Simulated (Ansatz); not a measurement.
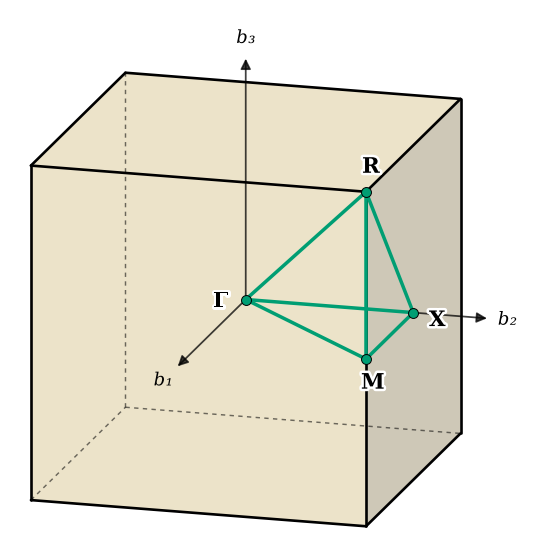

Crystal: SiAgBr₆, the end point of a relaxation with Ansatz, DFT PBE, scalar-relativistic, plane waves, PAW; the starting structure was generated, so it need not be a known form of this composition. The first Brillouin zone and its special points. The drawing is computed from the coordinates (standard cell, symmetry found to 0.002 Å).

Space group No. 221, Pm-3m; a = 8.187 Å, b = 8.187 Å, c = 8.187 Å, α = 90.00°, β = 90.00°, γ = 90.00°.

Labels and path follow the convention of Hinuma et al. (2017), as computed by seekpath; the arrows show the directions of the reciprocal primitive vectors b₁, b₂, b₃, in which coordinates are given; lengths include the factor 2π.

> List the special points with their coordinates and distances from Γ.

| point | k₁ | k₂ | k₃ | length of k (1/Å) |
| --- | --- | --- | --- | --- |
| Γ | 0 | 0 | 0 | 0.000 |
| R | 1/2 | 1/2 | 1/2 | 0.665 |
| M | 1/2 | 1/2 | 0 | 0.543 |
| X | 0 | 1/2 | 0 | 0.384 |

> What is the zone's volume?

(2π)³ over the primitive cell's volume of 548.73 Å³: 0.452 Å⁻³.
